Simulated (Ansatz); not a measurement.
# Cl3La: what the fields show

The calculation's input:

```
crystal:
  periodic: [false, false, false]
  atoms:
    - {symbol: La, position_ang: [0.104395, -0.249587, 0.072821]}
    - {symbol: Cl, position_ang: [2.263181, 1.166821, 0.391980]}
    - {symbol: Cl, position_ang: [-1.748700, -0.077332, 1.890720]}
    - {symbol: Cl, position_ang: [-0.618865, -0.839902, -2.355521]}
basis:
  gaussian: {orbitals: def2-TZVP, initial_orbitals: start.molden}
hamiltonian: {xc: pbe0, dispersion: d4}
scf: {omitted_lower_state_checks: [starts]}
output: {forces: true, orbitals: {seedname: orbitals}}
```

Launched as:

```sh
ansatz run in.yaml --threads 4 --pin off --events-out ev --progress --plain --max-ram 3916MiB
```

Geometry: PBE0-D4/def2-SVP; core potentials replace the inner electrons of La.

Method: RKS PBE0-D4/def2-TZVP in Ansatz 0.2.0.

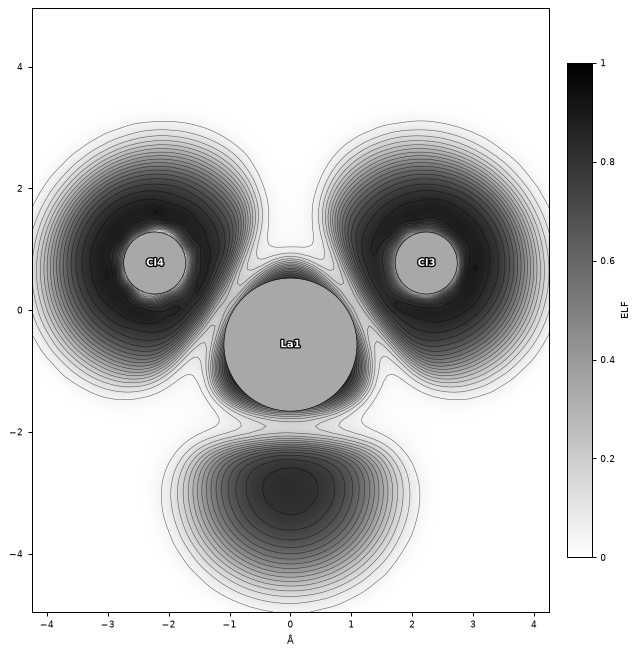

Figure 1. ELF on the plane of atoms Cl3, La1 and Cl4. Grey discs cover the atomic cores.

What does the map show?

Answer. Atoms in the plane: La and Cl.
La–Cl (2.60 Å): the ELF peaks at about 0.85 in the valence shell of Cl, 0.8 Å from its nucleus, and drops to about 0.25 between the two atoms; a largely ionic contact.

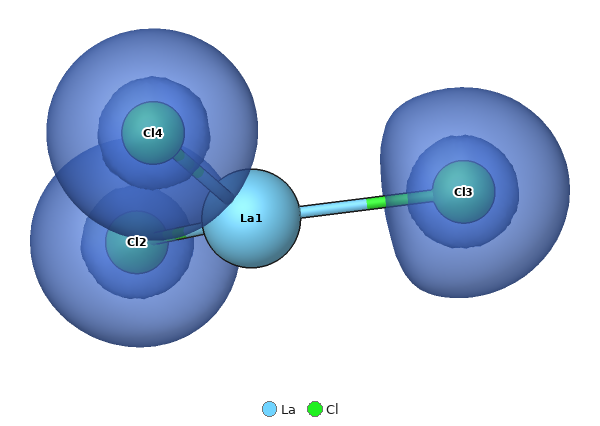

Figure 2. Isosurface of the electron localisation function at 0.75 (blue), seen from one side. Core shells and regions of very low density are left out.

Identify the bonds, lone pairs and shells in this picture.

Answer. At this value the surface marks out three regions wrapped around Cl (the valence shell of each).

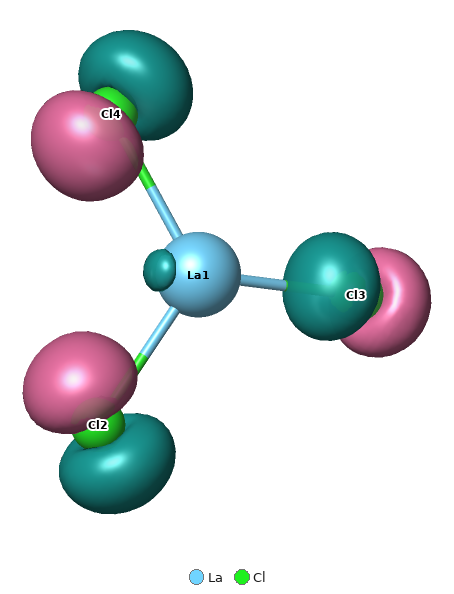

Figure 3. The HOMO at ±0.15 Å⁻³ᐟ² (teal and pink are the two phases), seen at a tilt.

Describe this orbital and give its energy.

Answer. By Hirshfeld shares it lies mainly on Cl2 (about 35 %), Cl4 (about 35 %), Cl3 (about 25 %) and La1 (about 10 %); largely a combination of lone pairs on Cl2, Cl4 and Cl3. It is one of a degenerate set, so its orientation is arbitrary. Its energy is −8.89 eV.
